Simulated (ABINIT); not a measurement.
Band structure of N2 (P6_3/mmc, 4 atoms in the cell).

```
N2
1.0
    4.16723     0.00000     0.00000
   -2.08361     3.60893     0.00000
    0.00000     0.00000     7.00600
N
4
Cartesian
  0.00000   2.40595   2.30448
  2.08362   1.20297   4.70152
  2.08362   1.20297   5.80748
  0.00000   2.40595   1.19852
```

Method of the run: LDA (PW92), norm-conserving pseudopotentials (PseudoDojo nc-sr-04 LDA standard) (plane waves; ABINIT).

Settings: pseudos = [N.upf]; ecut = 1143 eV; ixc = 7; occopt = 1; ngkpt = 5 5 3; nshiftk = 1; shiftk = 0 0 0; potentials = PseudoDojo nc-sr-04 LDA standard; kptopt = 1; nstep = 60; tolvrs1 = 1e-10; diemac = 9; ndtset = 2.

The starting cell comes from a database of computed structures (which also holds hypothetical and non-ambient phases and stackings), without a prior relaxation at this level.

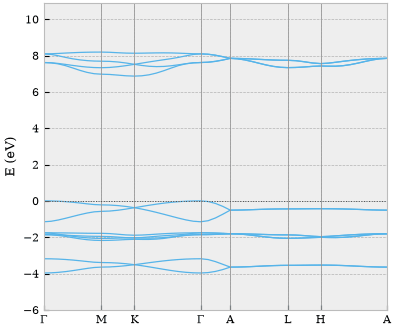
Figure. Bands along the path, energies from the top of the valence band on the SCF mesh.

Problem. Read off roughly the gap and where its edges lie.

Solution. The gap along the path is about 6.9 eV (computed: 6.87 eV), from Γ to K; the smallest direct gap on it is 7.18 eV.

Levels in eV from the top of the valence band on the SCF mesh, bands 7 to 13:
```json
[
 {"point": "Γ", "7": "-1.76", "8": "-1.76", "9": "-1.15", "10": "0.00", "11": "7.62", "12": "7.62", "13": "8.09"},
 {"point": "M", "7": "-1.95", "8": "-1.79", "9": "-0.58", "10": "-0.22", "11": "6.97", "12": "7.33", "13": "7.69"},
 {"point": "K", "7": "-2.04", "8": "-1.89", "9": "-0.38", "10": "-0.38", "11": "6.87", "12": "7.52", "13": "7.52"},
 {"point": "A", "7": "-1.81", "8": "-1.81", "9": "-0.51", "10": "-0.51", "11": "7.84", "12": "7.84", "13": "7.84"},
 {"point": "L", "7": "-1.87", "8": "-1.87", "9": "-0.44", "10": "-0.44", "11": "7.34", "12": "7.34", "13": "7.74"},
 {"point": "H", "7": "-1.97", "8": "-1.97", "9": "-0.43", "10": "-0.43", "11": "7.42", "12": "7.42", "13": "7.56"}
]
```
